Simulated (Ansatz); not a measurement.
# Geometry relaxation of Ge₂H₆Cl₂O (part 1 of 2)

System: Ge₂H₆Cl₂O.
Method: RHF/def2-SVP (Ansatz 0.2.0).

The input holds or restrains some coordinates. It belongs to a series of runs on one base structure; here: pulled along the bonds that form and break, towards end B. Figures and captions count atoms from 1; the log counts them from 0 in places.

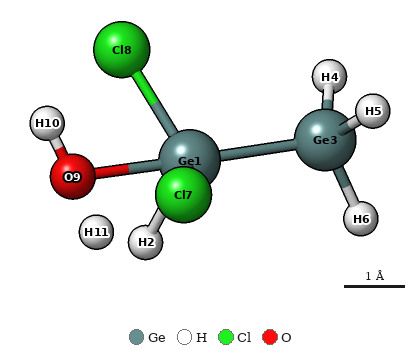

Figure 1. The starting structure (ball-and-stick view, seen at a tilt; atoms are numbered from 1 in the order of the input). Sticks mark near contacts. Bond lengths as drawn: Cl–Ge 2.22 Å, Ge–Ge 2.40 Å, Ge–H 1.55 to 1.90 Å, Ge–O 2.07 Å and H–O 1.01 Å.

Input:
```yaml
crystal:
  periodic: [false, false, false]
  atoms:
    - { symbol: Ge, position_ang: [0.0, 0.0, 0.0] }
    - { symbol: H, position_ang: [0.0, 0.0, 1.9] }
    - { symbol: Ge, position_ang: [2.2632, 0.0, -0.7992] }
    - { symbol: H, position_ang: [2.7487, -1.4611, -0.9782] }
    - { symbol: H, position_ang: [2.3309, 0.7367, -2.1612] }
    - { symbol: H, position_ang: [3.1736, 0.7244, 0.225] }
    - { symbol: Cl, position_ang: [-1.0456, 1.8115, -0.7393] }
    - { symbol: Cl, position_ang: [-1.0456, -1.8115, -0.7393] }
    - { symbol: O, position_ang: [-1.9644, 0.0, 0.6527] }
    - { symbol: H, position_ang: [-2.5095, -0.6297, 0.0813] }
    - { symbol: H, position_ang: [-0.9937, 0.0, 1.8011] }
basis:
  gaussian: { orbitals: def2-SVP }
hamiltonian:
  xc: hf
relax:
  f_tol: 0.15
  max_steps: 25
  restrain:
    - { distance: [0, 8], at: 1.77, k: 30.0 }
    - { distance: [10, 1], at: 0.66, k: 30.0 }
    - { distance: [0, 1], at: 2.75, k: 30.0 }
    - { distance: [10, 8], at: 2.21, k: 30.0 }
output:
  orbitals: {}
```

Hardware: 4 threads of Arm Neoverse V1, 24 GiB of memory available, shared host.

Run as:
```bash
ansatz run input.yaml --threads 4 --pin off --max-ram 5120MiB --backend cpu --events-out ev --progress --plain --runs-dir out
```

What the program printed:
```
The last accepted step is kept in [file] (removed where the run ends without a failure and the disk answers)
Engine: ansatz 0.2.0, aarch64-unknown-linux-gnu
Functional definition: HF
  exchange = exact_x
  correlation = 0
1492 factors; integrals over basis functions are off by at most 5.8e-4 eV
mean field evaluation 1: about -140054.2928 eV, gradient 4.5e1 eV
mean field evaluation 2: about -140054.3687 eV, gradient 4.6e1 eV
mean field evaluation 4: about -140059.5638 eV, gradient 3.8e0 eV
mean field evaluation 8: about -140059.6329 eV, gradient 1.5e-1 eV
mean field -140059.63306804 eV, -5147.0965794213 hartree, gradient 3.2e-5 eV, S^2 0.000000; 0 other end points of the search recorded, 0 dependent functions left out
the calculation of the forces begins
reference -140059.63306804 eV, -5147.0965794213 hartree; 56, 56 occupied and 88, 88 virtual orbitals, 1492 factors
relax step   1: F+E_penalty+E_count = -140059.63306804 eV  Δ(F+E_penalty+E_count) = +0.000e0 eV  max|allowed force component| = 5.580e0 eV/Å  E_restraint = 21.39043768 eV  max|allowed force component, restraints' pulls added| = 2.421e1 eV/Å  Δτ_max = 0.0000 Å  (39 SCF iters, accepted)
  distance Ge 0 - O 8 = 2.0700 Å
  distance H 10 - H 1 = 0.9986 Å
  distance Ge 0 - H 1 = 1.9000 Å
  distance H 10 - O 8 = 1.5037 Å
these checks for a lower state are left out or cut short: starts, cluster_reference, orbital_swaps, neighbouring_geometries, increment
1492 factors; integrals over basis functions are off by at most 3.6e-4 eV
mean field evaluation 16: about -140060.7250 eV, gradient 5.0e-1 eV
mean field -140060.72556866 eV, -5147.1367280788 hartree, gradient 4.1e-5 eV, S^2 0.000000; 0 other end points of the search recorded, 0 dependent functions left out
[... from here on the field's lines of each further geometry are left out, up to the last ...]
relax step   2: F+E_penalty+E_count = -140060.72556866 eV  Δ(F+E_penalty+E_count) = -1.093e0 eV  max|allowed force component| = 4.897e0 eV/Å  E_restraint = 8.06685892 eV  max|allowed force component, restraints' pulls added| = 1.455e1 eV/Å  Δτ_max = 0.1949 Å  (43 SCF iters, accepted)
relax step   3: F+E_penalty+E_count = -140061.61221081 eV  Δ(F+E_penalty+E_count) = -8.866e-1 eV  max|allowed force component| = 2.917e0 eV/Å  E_restraint = 1.53696678 eV  max|allowed force component, restraints' pulls added| = 7.796e0 eV/Å  Δτ_max = 0.1947 Å  (35 SCF iters, accepted)
relax step   4: F+E_penalty+E_count = -140062.95379869 eV  Δ(F+E_penalty+E_count) = -1.342e0 eV  max|allowed force component| = 2.186e0 eV/Å  E_restraint = 0.06455191 eV  max|allowed force component, restraints' pulls added| = 1.210e0 eV/Å  Δτ_max = 0.1945 Å  (33 SCF iters, accepted)
relax step   5: F+E_penalty+E_count = -140063.62025474 eV  Δ(F+E_penalty+E_count) = -6.665e-1 eV  max|allowed force component| = 1.357e0 eV/Å  E_restraint = 0.05380772 eV  max|allowed force component, restraints' pulls added| = 8.259e-1 eV/Å  Δτ_max = 0.1946 Å  (33 SCF iters, accepted)
relax step   6: F+E_penalty+E_count = -140064.01390790 eV  Δ(F+E_penalty+E_count) = -3.937e-1 eV  max|allowed force component| = 1.410e0 eV/Å  E_restraint = 0.05379078 eV  max|allowed force component, restraints' pulls added| = 8.256e-1 eV/Å  Δτ_max = 0.1998 Å  (34 SCF iters, accepted)
relax step   7: F+E_penalty+E_count = -140064.34391650 eV  Δ(F+E_penalty+E_count) = -3.300e-1 eV  max|allowed force component| = 9.887e-1 eV/Å  E_restraint = 0.06616353 eV  max|allowed force component, restraints' pulls added| = 1.317e0 eV/Å  Δτ_max = 0.1948 Å  (33 SCF iters, accepted)
relax step   8: F+E_penalty+E_count = -140064.57560984 eV  Δ(F+E_penalty+E_count) = -2.317e-1 eV  max|allowed force component| = 1.210e0 eV/Å  E_restraint = 0.06091361 eV  max|allowed force component, restraints' pulls added| = 7.863e-1 eV/Å  Δτ_max = 0.1949 Å  (33 SCF iters, accepted)
relax step   9: F+E_penalty+E_count = -140064.74057683 eV  Δ(F+E_penalty+E_count) = -1.650e-1 eV  max|allowed force component| = 1.310e0 eV/Å  E_restraint = 0.05454139 eV  max|allowed force component, restraints' pulls added| = 4.910e-1 eV/Å  Δτ_max = 0.1997 Å  (32 SCF iters, accepted)
relax step  10: F+E_penalty+E_count = -140064.82797200 eV  Δ(F+E_penalty+E_count) = -8.740e-2 eV  max|allowed force component| = 1.406e0 eV/Å  E_restraint = 0.04708179 eV  max|allowed force component, restraints' pulls added| = 2.768e-1 eV/Å  Δτ_max = 0.1994 Å  (33 SCF iters, accepted)
relax step  11: F+E_penalty+E_count = -140064.88025034 eV  Δ(F+E_penalty+E_count) = -5.228e-2 eV  max|allowed force component| = 1.413e0 eV/Å  E_restraint = 0.04391342 eV  max|allowed force component, restraints' pulls added| = 2.455e-1 eV/Å  Δτ_max = 0.1996 Å  (33 SCF iters, accepted)
relax step  12: F+E_penalty+E_count = -140064.93808294 eV  Δ(F+E_penalty+E_count) = -5.783e-2 eV  max|allowed force component| = 9.414e-1 eV/Å  E_restraint = 0.10427817 eV  max|allowed force component, restraints' pulls added| = 1.727e0 eV/Å  Δτ_max = 0.1946 Å  (32 SCF iters, rejected (line search))
relax step  13: F+E_penalty+E_count = -140064.90453351 eV  Δ(F+E_penalty+E_count) = -2.428e-2 eV  max|allowed force component| = 1.379e0 eV/Å  E_restraint = 0.04399071 eV  max|allowed force component, restraints' pulls added| = 2.027e-1 eV/Å  Δτ_max = 0.0973 Å  (33 SCF iters, accepted)
relax step  14: F+E_penalty+E_count = -140064.93304620 eV  Δ(F+E_penalty+E_count) = -2.851e-2 eV  max|allowed force component| = 1.143e0 eV/Å  E_restraint = 0.05302784 eV  max|allowed force component, restraints' pulls added| = 4.022e-1 eV/Å  Δτ_max = 0.0975 Å  (34 SCF iters, accepted)
relax step  15: F+E_penalty+E_count = -140064.96864080 eV  Δ(F+E_penalty+E_count) = -3.559e-2 eV  max|allowed force component| = 9.465e-1 eV/Å  E_restraint = 0.06532594 eV  max|allowed force component, restraints' pulls added| = 6.552e-1 eV/Å  Δτ_max = 0.1475 Å  (33 SCF iters, accepted)
relax step  16: F+E_penalty+E_count = -140064.99099363 eV  Δ(F+E_penalty+E_count) = -2.235e-2 eV  max|allowed force component| = 1.002e0 eV/Å  E_restraint = 0.06471393 eV  max|allowed force component, restraints' pulls added| = 5.912e-1 eV/Å  Δτ_max = 0.1988 Å  (33 SCF iters, accepted)
relax step  17: F+E_penalty+E_count = -140065.00315698 eV  Δ(F+E_penalty+E_count) = -1.216e-2 eV  max|allowed force component| = 1.136e0 eV/Å  E_restraint = 0.04487761 eV  max|allowed force component, restraints' pulls added| = 4.687e-1 eV/Å  Δτ_max = 0.2000 Å  (33 SCF iters, accepted)
relax step  18: F+E_penalty+E_count = -140065.02004797 eV  Δ(F+E_penalty+E_count) = -1.689e-2 eV  max|allowed force component| = 8.635e-1 eV/Å  E_restraint = 0.06864970 eV  max|allowed force component, restraints' pulls added| = 8.558e-1 eV/Å  Δτ_max = 0.1196 Å  (33 SCF iters, rejected (line search))
the calculation of the forces begins
reference -140065.01489276 eV, -5147.2943578319 hartree; 56, 56 occupied and 88, 88 virtual orbitals, 1492 factors
relax step  19: F+E_penalty+E_count = -140065.01489276 eV  Δ(F+E_penalty+E_count) = -1.174e-2 eV  max|allowed force component| = 1.215e0 eV/Å  E_restraint = 0.04326585 eV  max|allowed force component, restraints' pulls added| = 1.010e-1 eV/Å  Δτ_max = 0.0596 Å  (34 SCF iters, accepted)
```

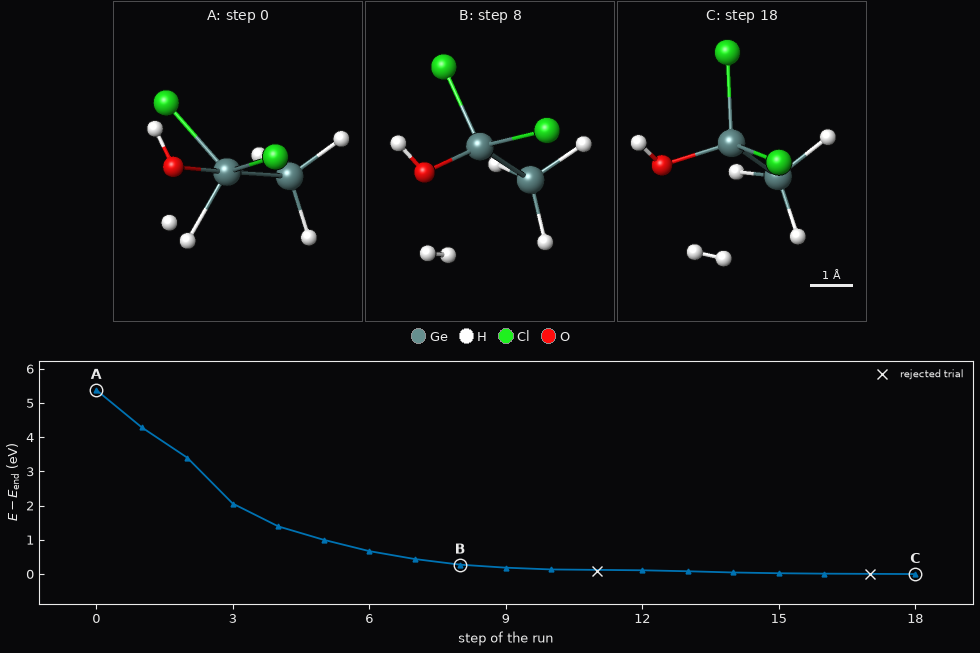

Figure 2. Frames of the restrained relaxation (ball-and-stick view, seen at a tilt) above the curves, on which the letters mark them (the first geometry is step 0 here and step 1 in the log).

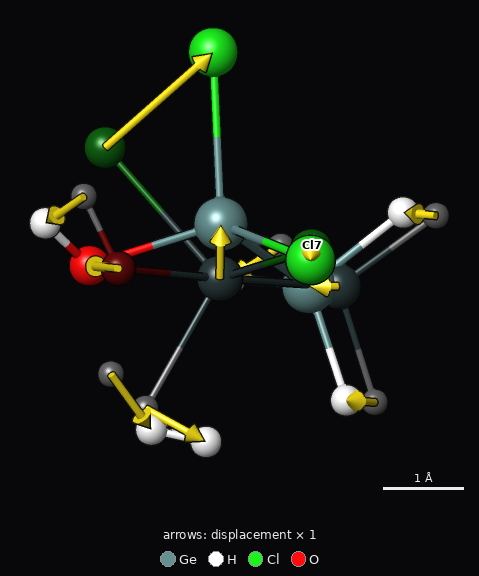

Figure 3. Start (faint) and end (solid) with the displacements as yellow arrows, at true length (ball-and-stick view, seen at a tilt). The two geometries are laid on each other by the best rigid fit. After 18 geometry steps the energy has fallen by 5.382 eV. Largest force component: 5.6 eV/Å at the start, 1.2 eV/Å at the end. The line search rejected the trial steps at points 11, 17 (counted from 0) and went back. The atom that moves furthest after the best rigid fit is Cl8 (1.90 Å). By element the largest moves are Cl 1.90 Å, O 1.14 Å, H 0.99 Å, Ge 0.76 Å. Distances before and after: Ge1–H2 1.900 → 2.762 Å, Ge1–O9 2.070 → 1.758 Å, H2–H11 0.999 → 0.711 Å, O9–H10 1.010 → 0.948 Å. New bonds form: H2–H11 (1.00 → 0.71 Å). Among the angles that change: Ge3–Ge1–O9 178.9° → 115.8°, Cl7–Ge1–O9 70.0° → 109.3°, Cl8–Ge1–O9 70.0° → 105.1°. (Atoms are counted from 1 in the order of the input.)

```
  distance Ge 0 - O 8 = 1.7578 Å
  distance H 10 - H 1 = 0.7105 Å
  distance Ge 0 - H 1 = 2.7619 Å
  distance H 10 - O 8 = 2.2164 Å
1492 factors; integrals over basis functions are off by at most 3.9e-4 eV
mean field -140065.01489276 eV, -5147.2943578319 hartree, gradient 2.7e-5 eV, S^2 0.000000; 1 other end points of the search recorded, 0 dependent functions left out
the calculation of the forces begins
reference -140065.01489276 eV, -5147.2943578319 hartree; 56, 56 occupied and 88, 88 virtual orbitals, 1492 factors
Total energy: -140065.01489276 eV, -5147.2943578319 hartree
Atom 0 at    -0.475701    -0.045406    -0.599920 Å, force    -0.192458    -0.264833    -0.112202 eV/Å
Atom 1 at     0.254371     0.956929     1.867908 Å, force     0.983067     1.215226    -0.125417 eV/Å
Atom 2 at     1.964152    -0.232239    -0.543955 Å, force    -0.070703     0.008502    -0.002444 eV/Å
Atom 3 at     2.321222    -1.667960    -0.161778 Å, force     0.008907    -0.008912     0.003571 eV/Å
Atom 4 at     2.441111     0.090581    -1.959300 Å, force     0.018452    -0.006748    -0.005612 eV/Å
Atom 5 at     2.533354     0.765899     0.460651 Å, force     0.018391    -0.001819     0.006194 eV/Å
Atom 6 at    -1.139418     2.008686    -0.735834 Å, force    -0.019139    -0.007549     0.016222 eV/Å
Atom 7 at    -1.192628    -0.993791    -2.420193 Å, force    -0.020056    -0.007018    -0.004155 eV/Å
Atom 8 at    -1.335527    -0.850118     0.705043 Å, force    -0.021298    -0.017977    -0.339964 eV/Å
Atom 9 at    -2.235057    -1.100449     0.541997 Å, force     0.057145     0.021184    -0.039283 eV/Å
Atom 10 at    -0.178278     0.438168     2.088282 Å, force    -0.762308    -0.930054     0.603089 eV/Å
Dipole moment:     0.306513    -0.181344     0.177869 e Å
```
